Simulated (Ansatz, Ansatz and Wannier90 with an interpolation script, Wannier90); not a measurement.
# BiOCl (P4/nmm): what limits a Wannier interpolation of GW, part 2 of 2

Aim: vary the Wannier model and the GW settings for BiOCl (P4/nmm) and see what the interpolated bands lose.

Wannier90 4.0.3; maximally localised Wannier functions from the overlaps of LDA states (plane waves, PAW). Known limits of the many-body steps: not at the basis limit; no spin-orbit coupling; coarse k mesh.

So far. Step 2 (Wannier model on 8×8×4, by Wannier90): Near the gap the model misses directly solved bands by 0.6 meV r.m.s. and by 8 meV at most in the window tested. This tests the starting bands, not the corrections carried with them. Step 3 (Wannier model on 8×8×4, by the program's own minimiser): Near the gap the model misses directly solved bands by 0.6 meV r.m.s. and by 8 meV at most in the window tested. This tests the starting bands, not the corrections carried with them.

## 4. Wannier model on 4×4×2, by Wannier90

This step: maximally localised Wannier functions from the overlaps of LDA states (plane waves, PAW).

Contents of w.win:

```
num_iter = 1200
conv_tol = 1.0e-8
conv_window = 5
dis_num_iter = 4000
dis_conv_tol = 1.0e-8
dis_mix_ratio = 0.7
write_hr = true
use_ws_distance = false
num_print_cycles = 50
! ansatz wannier90 interface
! projections by site (counted from 0) and shell: 0 6P, 1 6P, 2 3P, 3 3P, 4 2P, 5 2P
! states of the run's bands (counted from 1): 1-35
num_bands = 35
num_wann  = 18
dis_win_min = 2.45
dis_win_max = 15.99
dis_froz_min = 2.45
dis_froz_max = 12.99
guiding_centres = true

begin unit_cell_cart
Ang
                  3.88551                      0.0                      0.0
                      0.0                  3.88551                      0.0
                      0.0                      0.0                   7.3489
end unit_cell_cart

begin atoms_frac
Bi                       0.5                      0.0                  0.32904
Bi                       0.0                      0.5                  0.67096
Cl                       0.0                      0.5                   0.1472
Cl                       0.5                      0.0                   0.8528
O                        0.0                      0.0                      0.5
O                        0.5                      0.5                      0.5
end atoms_frac

mp_grid = 4 4 2

[... the mesh's points ...]
```

Started as:

```bash
$ OMP_NUM_THREADS=1 mpirun -n 8 wannier90.x w > wannier90.x.log
```

Numbers of over 12 decimals in the logs are rounded to 6 here.

The program printed:

```text
[banner, memory and clock lines left out]
TEM
                                    ------

                              Lattice Vectors (Ang)
                    a_1     3.885510   0.000000   0.000000
                    a_2     0.000000   3.885510   0.000000
                    a_3     0.000000   0.000000   7.348900

                   Unit Cell Volume:     110.94772  (Ang^3)

                        Reciprocal-Space Vectors (Ang^-1)
                    b_1     1.617081   0.000000   0.000000
                    b_2     0.000000   1.617081   0.000000
                    b_3     0.000000   0.000000   0.854983

 *----------------------------------------------------------------------------*
 |   Site       Fractional Coordinate          Cartesian Coordinate (Ang)     |
 +----------------------------------------------------------------------------+
 | bi   1   0.50000   0.00000   0.32904   |    1.94276   0.00000   2.41808    |
 | bi   2   0.00000   0.50000   0.67096   |    0.00000   1.94276   4.93082    |
 | cl   1   0.00000   0.50000   0.14720   |    0.00000   1.94276   1.08176    |
 | cl   2   0.50000   0.00000   0.85280   |    1.94276   0.00000   6.26714    |
 | o    1   0.00000   0.00000   0.50000   |    0.00000   0.00000   3.67445    |
 | o    2   0.50000   0.50000   0.50000   |    1.94276   1.94276   3.67445    |
 *----------------------------------------------------------------------------*
                                ------------
                                K-POINT GRID
                                ------------

             Grid size =  4 x  4 x  2      Total points =   32

 *---------------------------------- MAIN ------------------------------------*
 |  Number of Wannier Functions               :                18             |
[...]
Sum of centres and spreads ( 17.484795, 17.484795, 66.140100 )    29.88019777

      1    -0.127E+00     0.5218511038       29.8801977716       0.01  <-- CONV
        O_D=      0.0889581 O_OD=      1.3408957 O_TOT=     29.8801978 <-- SPRD
 Delta: O_D=  0.1762739E-02 O_OD= -0.1292399E+00 O_TOT= -0.1274771E+00 <-- DLTA

             <<<     Delta < 1.000E-08  over  5 iterations     >>>
             <<< Wannierisation convergence criteria satisfied >>>

 Final State
[...]
WF centre and spread   17  (  1.942755,  1.942755,  3.735387 )     1.16486987
  WF centre and spread   18  (  1.942755,  1.942755,  3.613513 )     1.16486987
  Sum of centres and spreads ( 17.484795, 17.484795, 66.140100 )    29.81690838

         Spreads (Ang^2)       Omega I      =    28.450344047
        ================       Omega D      =     0.087947905
                               Omega OD     =     1.278616424
    Final Spread (Ang^2)       Omega Total  =    29.816908377

 Writing checkpoint file w.chk... done

 *---------------------------------------------------------------------------*
 |                               PLOTTING                                    |
 *---------------------------------------------------------------------------*

 *===========================================================================*
 |                             TIMING INFORMATION                            |
 *===========================================================================*
 |    Tag                                                Ncalls      Time (s)|
 |---------------------------------------------------------------------------|
 |kmesh: get                                        :         1         0.011|
 |overlap: read                                     :         1         0.194|
 |dis: main                                         :         1         0.014|
 |wann: main                                        :         1         0.036|
 |plot: main                                        :         1         0.048|
 *---------------------------------------------------------------------------*
 All done: wannier90 exiting
```

Run time: 0.96 s. Hardware: 8 MPI ranks of Arm Neoverse V1, shared host.

This step gave:

* gauge-invariant spread: 28.45 Å²
* diagonal spread: 0.08795 Å²
* off-diagonal spread: 1.279 Å²
* total spread: 29.82 Å²
* disentanglement steps: 3
* r.m.s. interpolation error: 0.007245 eV
* r.m.s. error near the gap: 0.008309 eV

Near the gap the model misses directly solved bands by 8.3 meV r.m.s. and by 81 meV at most in the window tested. This tests the starting bands, not the corrections carried with them.

Frozen up to 5.39 eV; above it the model need not follow the bands. Electronic bands along the path, in eV, zero at the valence-band top; v1 is the highest filled band, c1 the lowest empty one:

| point | v4 | v3 | v2 | v1 | c1 | c2 | c3 | c4 |
| --- | --- | --- | --- | --- | --- | --- | --- | --- |
| Γ | -1.05 | -1.05 | -0.99 | -0.80 | 2.99 | 3.67 | 5.22 | 5.22 |
| X | -0.90 | -0.90 | -0.10 | -0.10 | 4.49 | 4.49 | 5.11 | 5.11 |
| M | -0.70 | -0.70 | -0.67 | -0.67 | 4.01 | 4.01 | 5.72 | 5.72 |
| Γ | -1.05 | -1.05 | -0.99 | -0.80 | 2.99 | 3.67 | 5.22 | 5.22 |
| Z | -0.76 | -0.76 | -0.41 | -0.36 | 2.49 | 2.83 | 5.23 | 5.23 |
| R | -0.71 | -0.71 | -0.08 | -0.08 | 4.29 | 4.29 | 5.19 | 5.19 |
| A | -1.39 | -1.39 | -0.67 | -0.67 | 4.43 | 4.43 | 5.95 | 5.95 |
| Z | -0.76 | -0.76 | -0.41 | -0.36 | 2.49 | 2.83 | 5.23 | 5.23 |
| jump to X | -0.90 | -0.90 | -0.10 | -0.10 | 4.49 | 4.49 | 5.11 | 5.11 |
| R | -0.71 | -0.71 | -0.08 | -0.08 | 4.29 | 4.29 | 5.19 | 5.19 |
| jump to M | -0.70 | -0.70 | -0.67 | -0.67 | 4.01 | 4.01 | 5.72 | 5.72 |
| A | -1.39 | -1.39 | -0.67 | -0.67 | 4.43 | 4.43 | 5.95 | 5.95 |

The same for Kohn-Sham, solved directly:

| point | v4 | v3 | v2 | v1 | c1 | c2 | c3 | c4 |
| --- | --- | --- | --- | --- | --- | --- | --- | --- |
| Γ | -1.05 | -1.05 | -0.99 | -0.80 | 2.99 | 3.67 | 5.22 | 5.22 |
| X | -0.90 | -0.90 | -0.10 | -0.10 | 4.49 | 4.49 | 5.11 | 5.11 |
| M | -0.70 | -0.70 | -0.67 | -0.67 | 4.01 | 4.01 | 5.72 | 5.72 |
| Γ | -1.05 | -1.05 | -0.99 | -0.80 | 2.99 | 3.67 | 5.22 | 5.22 |
| Z | -0.76 | -0.76 | -0.41 | -0.36 | 2.49 | 2.83 | 5.23 | 5.23 |
| R | -0.71 | -0.71 | -0.08 | -0.08 | 4.29 | 4.29 | 5.19 | 5.19 |
| A | -1.39 | -1.39 | -0.67 | -0.67 | 4.43 | 4.43 | 5.95 | 5.95 |
| Z | -0.76 | -0.76 | -0.41 | -0.36 | 2.49 | 2.83 | 5.23 | 5.23 |
| X | -0.90 | -0.90 | -0.10 | -0.10 | 4.49 | 4.49 | 5.11 | 5.11 |
| R | -0.71 | -0.71 | -0.08 | -0.08 | 4.29 | 4.29 | 5.19 | 5.19 |
| M | -0.70 | -0.70 | -0.67 | -0.67 | 4.01 | 4.01 | 5.72 | 5.72 |
| A | -1.39 | -1.39 | -0.67 | -0.67 | 4.43 | 4.43 | 5.95 | 5.95 |

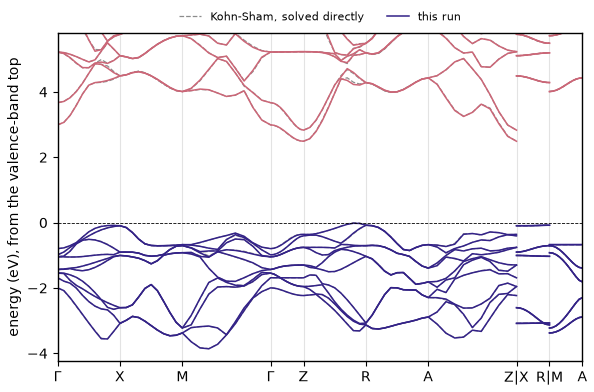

Electronic bands along the path; lines of filled and empty bands in two colours; dashed: Kohn-Sham, solved directly.

## 5. G0W0: 4×4×2 mesh, 462 empty bands, screening to 150 eV

Now the one-shot GW correction: screening in the RPA, then the self-energy of the levels asked for.

This step: G0W0 on LDA, plane waves, PAW.

Contents of input.yaml:

```yaml
crystal:
  lattice:
    - [3.88551, 0.0, 0.0]
    - [0.0, 3.88551, 0.0]
    - [0.0, 0.0, 7.3489]
  atoms:
    - { symbol: Bi, position: [0.5, 0.0, 0.32904] }
    - { symbol: Bi, position: [0.0, 0.5, 0.67096] }
    - { symbol: Cl, position: [0.0, 0.5, 0.1472] }
    - { symbol: Cl, position: [0.5, 0.0, 0.8528] }
    - { symbol: O, position: [0.0, 0.0, 0.5] }
    - { symbol: O, position: [0.5, 0.5, 0.5] }
kpoints:
  mp_grid: { grid: [4, 4, 2] }
hamiltonian:
  xc: lda
scf:
  occupations: { method: fixed }
gw:
  n_empty_bands: 462
  ecut_chi: 150.0
  qp_bands: [v12, c5]
  screening: { model: contour_deformation }
```

Started as:

```bash
$ ansatz run input.yaml --threads 8 --pin off --max-ram 18432MiB --backend cpu --events-out ev --progress --plain --runs-dir out
```

The program printed:

```text
[...]
Crystal: 6 atoms, lattice volume = 110.948 Å³
Basis set: ecut = 420 eV, 2177 PW (Γ)
Bands: 34, of which v1, the nominal top of the filled ones, is band 28 counted from 1 (27 counted from 0)
Symmetry: 16 space group operations
[...]
k-points: 12 of 32
[...]
0    24      6.1657   -20.9393     3.4192   -16.7226  0.7326     5.3546     5.3683  root
[...]
11    30     12.0294   -12.2410    -3.8813   -16.8096  0.7911    12.7219    12.7167  root
    11    31     13.5504   -12.2183    -4.4681   -17.6158  0.7693    14.4939    14.4797  root
    11    32     13.5504   -12.2183    -4.4681   -17.6158  0.7693    14.4939    14.4797  root
    11    33     14.0835   -12.0676    -4.4920   -17.4931  0.7638    15.0317    15.0169  root
[key lines of the parts left out:]
SCF converged after 7 iterations
Free energy (F): -27373.159735 eV
Fermi energy:    7.520125 eV
```

Wall time 5 min (8 threads); peak memory 3.2 GiB; 38 min of CPU time.

The G0W0 gap on the mesh is 3.683 eV.

## 6. G0W0: 4×4×2 mesh, 215 empty bands, screening to 90 eV

Changes to input.yaml since step 5:

```diff
@@ -19,4 +19,4 @@
 gw:
-  n_empty_bands: 462
-  ecut_chi: 150.0
+  n_empty_bands: 215
+  ecut_chi: 90
   qp_bands: [v12, c5]
```

The program printed:

```text
[...]
Crystal: 6 atoms, lattice volume = 110.948 Å³
Basis set: ecut = 420 eV, 2177 PW (Γ)
Bands: 34, of which v1, the nominal top of the filled ones, is band 28 counted from 1 (27 counted from 0)
Symmetry: 16 space group operations
[...]
k-points: 12 of 32
[...]
0    24      6.1657   -20.9393     3.6256   -16.7226  0.7357     5.5674     5.5747  root
[...]
11    30     12.0294   -12.2410    -3.6518   -16.8096  0.7936    12.9559    12.9462  root
    11    31     13.5504   -12.2183    -4.1933   -17.6158  0.7716    14.7799    14.7546  root
    11    32     13.5504   -12.2183    -4.1933   -17.6158  0.7716    14.7799    14.7546  root
    11    33     14.0835   -12.0676    -4.2429   -17.4931  0.7661    15.2915    15.2661  root
[key lines of the parts left out:]
SCF converged after 7 iterations
Free energy (F): -27373.159735 eV
Fermi energy:    7.520125 eV
```

The job ended after 50 s (8 threads; peak memory 1.2 GiB; 6.2 min of CPU time).

The G0W0 gap on the mesh is 3.537 eV.

## 7. G0W0: 4×4×2 mesh, 462 empty bands, screening to 150 eV, plasmon pole

Changes to input.yaml since step 6:

```diff
@@ -19,5 +19,5 @@
 gw:
-  n_empty_bands: 215
-  ecut_chi: 90
+  n_empty_bands: 462
+  ecut_chi: 150.0
   qp_bands: [v12, c5]
-  screening: { model: contour_deformation }
+  screening: { model: godby_needs }
```

The program printed:

```text
[...]
Crystal: 6 atoms, lattice volume = 110.948 Å³
Basis set: ecut = 420 eV, 2177 PW (Γ)
Bands: 34, of which v1, the nominal top of the filled ones, is band 28 counted from 1 (27 counted from 0)
Symmetry: 16 space group operations
[...]
k-points: 12 of 32
[...]
0    24      6.1657   -20.9393     3.3662   -16.7226  0.7776     5.3112     5.3153  root
[...]
11    30     12.0294   -12.2410    -3.7981   -16.8096  0.8130    12.8026    12.7999  root
    11    31     13.5504   -12.2183    -4.3120   -17.6158  0.8012    14.6436    14.6359  root
    11    32     13.5504   -12.2183    -4.3120   -17.6158  0.8012    14.6436    14.6359  root
    11    33     14.0835   -12.0676    -4.3487   -17.4931  0.7979    15.1709    15.1602  root
[key lines of the parts left out:]
SCF converged after 7 iterations
Free energy (F): -27373.159735 eV
Fermi energy:    7.520125 eV
```

Run time: 6.9 min. Hardware: 8 threads; peak memory 3.2 GiB.

The G0W0 gap on the mesh is 3.631 eV.

## 8. Interpolated results

Times are wall times on 8 threads of Arm Neoverse V1, shared host, good to a factor of about two.

| GW mesh | empty bands | cutoff (eV) | frequency | gap on mesh (eV) | gap over zone (eV) | direct gap (eV) | valence width (eV) | GW time |
| --- | --- | --- | --- | --- | --- | --- | --- | --- |
| 4×4×2 | 462 | 150 | contour deformation | 3.683 | 3.588 | 3.872 | 4.908 | 5 min |
| 4×4×2 | 215 | 90 | contour deformation | 3.537 | 3.449 | 3.758 | 5.067 | 50 s |
| 4×4×2 | 462 | 150 | plasmon pole | 3.631 | 3.554 | 3.827 | 5.224 | 6.9 min |

## 9. Results

```
4×4×2 mesh, 462 empty bands, screening to 150 eV               : 3.59 eV
4×4×2 mesh, 215 empty bands, screening to 90 eV                : 3.45 eV
4×4×2 mesh, 462 empty bands, screening to 150 eV, plasmon pole : 3.55 eV
```

**Reading.** The largest change, −0.14 eV in the gap over the zone, comes with 4×4×2 mesh, 215 empty bands, screening to 90 eV. The first run is a reference, not a converged one, and where a row moves several settings no single cause can be named. The program's own minimiser ends at the same spread as the first model, 32.2 Å², from the same trial orbitals; this need not be the lowest minimum. Coarser Wannier mesh (4×4×2): the miss near the gap goes from under 1 (the model on 8×8×4) to 8 meV and the total spread from 32.2 to 29.8 Å². With 4×4×2 mesh, 215 empty bands, screening to 90 eV the gap over the zone moves by −0.14 eV and that on the mesh by −0.15 eV. With 4×4×2 mesh, 462 empty bands, screening to 150 eV, plasmon pole the gap over the zone moves by −0.03 eV and that on the mesh by −0.05 eV. Gaps over the zone and on the mesh differ where an edge lies off the mesh, or where a GW run starts from another density: the starting gap over the zone is 2.488 eV, on the GW meshes it is 2.570 eV. The 4×4×2 mesh is coarse for this cell (its supercell is 15 Å along the shortest edge). The RPA ε∞ on it, from the LDA start, is 5.29 and 6.63; such meshes misread the long-range screening, most where the gap is narrow. Where an edge is built on 6p states of lead, bismuth or thallium, scalar-relativistic gaps usually stand too wide, by a few tenths to over one eV. The many-body steps are scalar-relativistic: spin-orbit coupling is not in them.

[Paths, hosts, dates, memory and timing lines, banners, echoed tables and standing remarks are left out of the program output.]

[Logs are printed without paths, hosts, clocks, repeated set-up lines and the standing remarks that a program may print on its own settings, such as how far it seeks lower states.]

[Runs of the session that timed out or met a known fault of the program may be left out.]

[Hosts, paths, dates, database ids (printed as entryN), source tags and the programs' standing remarks are cut or masked in the printed files.]
